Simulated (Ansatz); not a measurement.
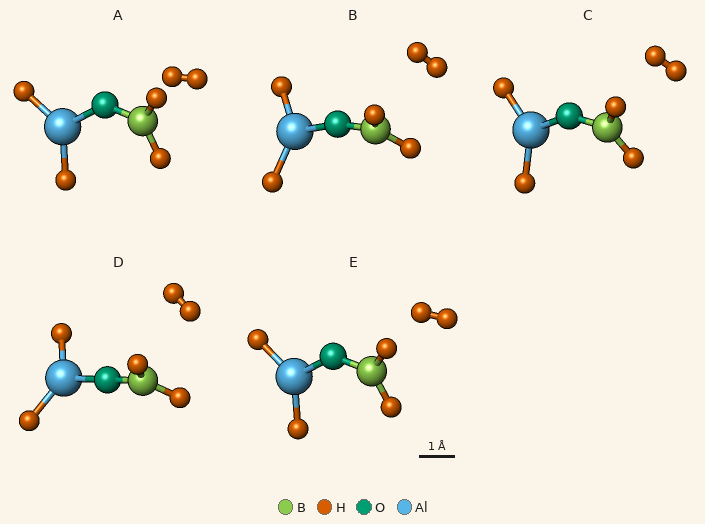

5 geometries from one relaxation of AlBH6O, in shuffled order. The picture is a ball-and-stick view, seen at a tilt.

The run prepares an end point of a later path (reaction) calculation, from a guessed geometry.

The calculation used RKS PBE0-D4/def2-SVP (Ansatz). Settings: no spin polarisation; force threshold 0.03 eV/Å; at most 50 steps.

Question: Put them in the order of the run, from the start to the converged end.

Answer: A, E, C, B, D. They are steps 0, 3, 7, 11, 24, at +0.302 eV, +0.117 eV, +0.092 eV, +0.035 eV relative to the last. The largest move after the best rigid fit is that of an H atom, 1.16 Å. By element the largest moves are H 1.16 Å, O 0.81 Å, B 0.46 Å, Al 0.13 Å. Some distances before and after: B–O 1.378 → 1.335 Å, H–H 0.719 → 0.760 Å, Al–O 1.725 → 1.707 Å. Bond angles that change, for instance: B–O–Al 138.6° → 177.8°. The energy falls by 0.302 eV in 22 accepted moves (24 points after the start). The largest force component goes from 1.6 to 0.025 eV/Å. The line search rejected the trial steps at points 12, 18 of the run. The forces were under the threshold at step 17, but the run went on from there. Cost: 27 s on 2 threads of Arm Neoverse V2, with other jobs on the host, peak memory 0.16 GiB.
